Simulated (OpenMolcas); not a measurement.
# Fe²⁺ complex: multiconfigurational calculation (part 2 of 2)

The same run, continued: Fe²⁺ with 6 ligands (O; octahedron, 2.345 Å), embedded in CaO by model potentials and point charges, whose field is part of the energies. Method: state-averaged CASSCF, active space 6 electrons in the shell 3d, basis ANO-RCC-VDZP on the metal and ANO-RCC-VDZP on the ligands, DKH2 scalar Hamiltonian, spin-orbit coupling by RASSI with atomic mean-field integrals (OpenMolcas).

### Log (extracts), continued
```
--- RASSI ---
SPIN-FREE ENERGIES:
  (Shifted by EMIN (a.u.) =      -1728.6582635275)

 SF State       Relative EMIN(au)   Rel lowest level(eV)    D:o, cm**(-1)

     1             0.0000000000        0.0000000000              0.0000
     2             0.0000000000        0.0000000000              0.0000
     3             0.0000000000        0.0000000000              0.0000
     4             0.0314919155        0.8569386753           6911.6765
     5             0.0314919155        0.8569386753           6911.6765
     6             0.0783057470        2.1308079271          17186.1250
     7             0.0783057470        2.1308079271          17186.1250
     8             0.0783057470        2.1308079271          17186.1250
     9             0.0914488206        2.4884491784          20070.6962
    10             0.0914488206        2.4884491784          20070.6962
    11             0.0914488206        2.4884491784          20070.6962
    51             0.1005000676        2.7347461584          22057.2153
    13             0.1024781825        2.7885734063          22491.3613
    14             0.1024781825        2.7885734063          22491.3613
    12             0.1024781825        2.7885734063          22491.3613
    16             0.1142947257        3.1101179263          25084.7928
    17             0.1142947257        3.1101179263          25084.7928
    15             0.1142947257        3.1101179263          25084.7928
    19             0.1146909803        3.1209005645          25171.7606
    18             0.1146909803        3.1209005645          25171.7606
    21             0.1177060584        3.2029450189          25833.4938
    22             0.1177060584        3.2029450189          25833.4938
    20             0.1177060584        3.2029450189          25833.4938
    52             0.1225652462        3.3351702549          26899.9622
    53             0.1225652462        3.3351702549          26899.9622
    54             0.1225652462        3.3351702549          26899.9622
    23             0.1343051573        3.6546295095          29476.5749
    24             0.1343230515        3.6551164375          29480.5022
    25             0.1343230515        3.6551164375          29480.5022
    26             0.1343230515        3.6551164375          29480.5022
    27             0.1370251348        3.7286438679          30073.5409
    28             0.1370251348        3.7286438679          30073.5409
    29             0.1370251348        3.7286438679          30073.5409
    31             0.1410559329        3.8383274712          30958.1989
    30             0.1410559329        3.8383274712          30958.1989
    55             0.1431786703        3.8960900993          31424.0859
    56             0.1431786703        3.8960900993          31424.0859
    57             0.1431786703        3.8960900993          31424.0859
    58             0.1530218553        4.1639368099          33584.4153
    59             0.1530218553        4.1639368099          33584.4153
Eigenvalues of complex Hamiltonian:
   -----------------------------------
  (Shifted by EMIN (a.u.) =      -1728.6582635275)

 SO State       Relative EMIN(au)   Rel lowest level(eV)    D:o, cm**(-1)

     1            -0.0015267603        0.0000000000              0.0000
     2            -0.0015267603        0.0000000000              0.0000
     3            -0.0015267603        0.0000000000              0.0000
     4            -0.0006675227        0.0233810465            188.5809
     5            -0.0006675227        0.0233810465            188.5809
     6            -0.0006048600        0.0250861867            202.3337
     7            -0.0006048600        0.0250861867            202.3337
     8            -0.0006048600        0.0250861867            202.3337
     9             0.0005841940        0.0574419942            463.3009
    10             0.0007241798        0.0612512006            494.0242
    11             0.0007241798        0.0612512006            494.0242
    12             0.0007241798        0.0612512006            494.0242
    13             0.0008235422        0.0639549889            515.8318
    14             0.0008235422        0.0639549889            515.8318
    15             0.0008235422        0.0639549889            515.8318
    16             0.0314129874        0.8963361988           7229.4390
    17             0.0314350980        0.8969378572           7234.2917
    18             0.0314350980        0.8969378572           7234.2917
    19             0.0314350980        0.8969378572           7234.2917
    20             0.0314571047        0.8975366903           7239.1216
    21             0.0314571047        0.8975366903           7239.1216
    22             0.0314829871        0.8982409873           7244.8021
    23             0.0314829871        0.8982409873           7244.8021
    24             0.0314829871        0.8982409873           7244.8021
    25             0.0315086532        0.8989393977           7250.4352
    26             0.0773297285        2.1457943755          17306.9988
    27             0.0773297285        2.1457943749          17306.9988
    28             0.0774459187        2.1489560722          17332.4996
    29             0.0774459187        2.1489560721          17332.4996
    30             0.0774459187        2.1489560725          17332.4996
    31             0.0788088921        2.1860444681          17631.6377
    32             0.0790009747        2.1912713003          17673.7950
    33             0.0790009747        2.1912713007          17673.7950
    34             0.0790009747        2.1912713009          17673.7950
    35             0.0910782987        2.5199120299          20324.4612
    36             0.0910782987        2.5199120297          20324.4612
    37             0.0910782987        2.5199120300          20324.4612
    38             0.0913238079        2.5265926750          20378.3442
    39             0.0913647026        2.5277054758          20387.3196
    40             0.0913647026        2.5277054757          20387.3196
    41             0.0913647026        2.5277054756          20387.3196
Weights of the five most important spin-orbit-free states for each spin-orbit state.

 SO State  Total energy (au)           Spin-free states, spin, and weights
 -------------------------------------------------------------------------------------------------------
    1        -0.001527       2 2.0  0.3692    1 2.0  0.3222    3 2.0  0.3071    4 2.0  0.0007   23 1.0  0.0004
    2        -0.001527       3 2.0  0.3836    1 2.0  0.3084    2 2.0  0.3064    5 2.0  0.0006   23 1.0  0.0004
    3        -0.001527       1 2.0  0.3679    2 2.0  0.3228    3 2.0  0.3077    5 2.0  0.0005   23 1.0  0.0004
    4        -0.000668       3 2.0  0.6628    2 2.0  0.1677    1 2.0  0.1658    5 2.0  0.0013    4 2.0  0.0013
    5        -0.000668       1 2.0  0.4984    2 2.0  0.4965    4 2.0  0.0013    5 2.0  0.0013    3 2.0  0.0013
    6        -0.000605       3 2.0  0.7292    2 2.0  0.1347    1 2.0  0.1337    4 2.0  0.0011    5 2.0  0.0005
    7        -0.000605       2 2.0  0.6843    1 2.0  0.1786    3 2.0  0.1347    5 2.0  0.0015   11 1.0  0.0001
    8        -0.000605       1 2.0  0.6853    2 2.0  0.1786    3 2.0  0.1338    4 2.0  0.0012    5 2.0  0.0004
    9         0.000584       2 2.0  0.3309    3 2.0  0.3309    1 2.0  0.3309    5 2.0  0.0028    4 2.0  0.0028
   10         0.000724       3 2.0  0.3659    1 2.0  0.3317    2 2.0  0.2987    5 2.0  0.0019    4 2.0  0.0007
   11         0.000724       2 2.0  0.3660    1 2.0  0.3657    3 2.0  0.2646    4 2.0  0.0018    5 2.0  0.0008
   12         0.000724       3 2.0  0.3658    2 2.0  0.3316    1 2.0  0.2988    4 2.0  0.0014    5 2.0  0.0012
```

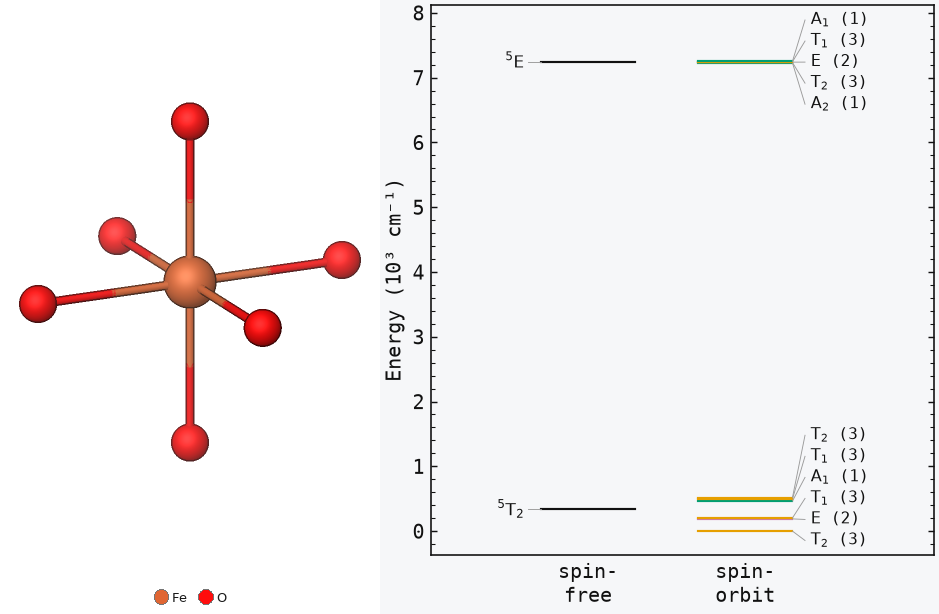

Fe²⁺ (3d⁶) as a dopant in CaO, a cluster with its 6 nearest O²⁻ at 2.345 Å (octahedron) embedded in model potentials and point charges; the geometry was set, not optimised, and its levels. Labels give the representation in O, Td, D4 or D3 as the site allows (double group for half-integer spin) where it could be assigned and, in brackets, the degeneracy; spin-free states, where drawn, share the zero of the spin-orbit levels. The ground level is T₂, 3-fold degenerate, 100 % from states of spin multiplicity 5. The next level lies at 189 cm⁻¹ (E). The lowest spin-free state is ⁵T₂, from the free-ion D term; of the same spin there follows at 6,910 cm⁻¹ (⁵E) above it. A ligand-field fit to the spin-free states gives |10Dq| = 6,530 cm⁻¹, B = 1,120 and C = 4,180 cm⁻¹ (rms misfit 90 cm⁻¹). The active orbitals hold 95 to 99 % metal character (Löwdin), and the Mulliken charge of the metal is +1.29.

### Key numbers

| quantity | value |
| --- | --- |
| outcome | converged |
| energy of the lowest spin-free term | −1728.65826 hartree |
| energy of the lowest spin-orbit level | −1728.65979 hartree |
| largest spread among components of a term | 0.0 cm⁻¹ |
| wall time | 36 s |
| peak memory | 0.18 GiB |

### Remarks

Without dynamic correlation the splittings between terms come out too large, often by 20 to 50 %. To bear in mind: small active space favours high spin, ground spin may be wrong; the geometry is set by hand, with no relaxation.
